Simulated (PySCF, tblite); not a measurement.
# C₆H₇FSi: geometry, infrared bands and NMR shifts

Aim: predict the infrared bands and NMR shifts of C₆H₇FSi (`C=C[Si@@H]1C=CC(F)=C1`).

Programs: tblite 0.8.0 and PySCF 2.14.0, with density-fitted response routines of our own. Each step states its level of theory. These are calculated values for one molecule in the gas phase, unless marked as measured. Atoms count from 0, in the outputs and in this text.

## 1. The starting structure

15 atoms, charge 0, multiplicity 1; geometry from: force field or distance geometry start.

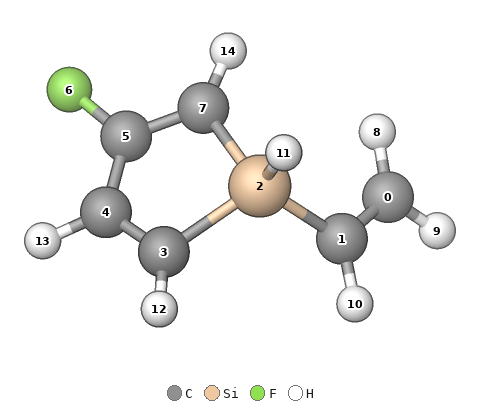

The starting geometry (carbon grey, silicon light orange, fluorine green, hydrogen white), atoms numbered; sticks join atoms by distance.

## 2. Optimising the geometry with GFN2-xTB

What the job is given:

```
{"job": {"kind": "relax", "xc": "GFN2-xTB", "basis": "xTB"}, "charge": 0, "multiplicity": 1}
C      2.585000     0.030000    -0.486100
C      1.624200    -0.883700    -0.336500
Si     0.186800    -0.528600     0.711800
C     -1.402900    -1.123100    -0.084100
C     -2.120900    -0.057800    -0.306700
C     -1.590900     1.196000     0.039500
F     -2.266900     2.396900    -0.173000
C     -0.387800     1.232600     0.600800
H      2.532400     1.007300    -0.018100
H      3.439500    -0.220700    -1.115300
H      1.716800    -1.855600    -0.814200
H      0.303200    -0.976000     2.091900
H     -1.650400    -2.143600    -0.266400
H     -3.121500    -0.174600    -0.792700
H      0.148900     2.108900     0.927300
```

The run is started by

```bash
> OMP_NUM_THREADS=1 python probes_run.py task.json out
```

This one command runs all jobs of the session in turn.

**Question.** This job is followed by: GFN2-xTB harmonic vibrations, gas phase; GIAO PBE0/pcSseg-1 NMR shielding, non-relativistic, gas phase. What will the session give for the following? strongest single infrared mode (GFN2-xTB); zero-point energy (GFN2-xTB); 13C shifts against TMS (PBE0/pcSseg-1); 1H shifts against TMS (PBE0/pcSseg-1); 29Si shifts against TMS (PBE0/pcSseg-1); 19F shifts against CFCl3 (PBE0/pcSseg-1).

**Answer**, as computed:

| quantity | value |
| --- | --- |
| strongest single infrared mode (GFN2-xTB) | 2228 cm⁻¹, 329 km/mol |
| zero-point energy (GFN2-xTB) | 66.2 kcal/mol |
| 13C shifts against TMS (PBE0/pcSseg-1) | 182.6, 149.6, 144.7, 143.3, 136.1, 98.2 ppm |
| 1H shifts against TMS (PBE0/pcSseg-1) | 6.89, 6.51, 6.46, 6.42, 6.41, 5.06, 5.00 ppm |
| 29Si shifts against TMS (PBE0/pcSseg-1) | -26.3 ppm |
| 19F shifts against CFCl3 (PBE0/pcSseg-1) | -78.4 ppm |

What this shows: Relaxing lowered the energy by 0.374 eV in 113 steps; the close pair that moved most is C1–Si2, from 1.814 to 1.883 Å. No mode is imaginary among the 39: a minimum at this level. The strongest single mode, at 2228 cm⁻¹, moves mainly H11. Unscaled tight-binding wavenumbers are off by several per cent, some by more. Its intensities can rank the bands wrongly.
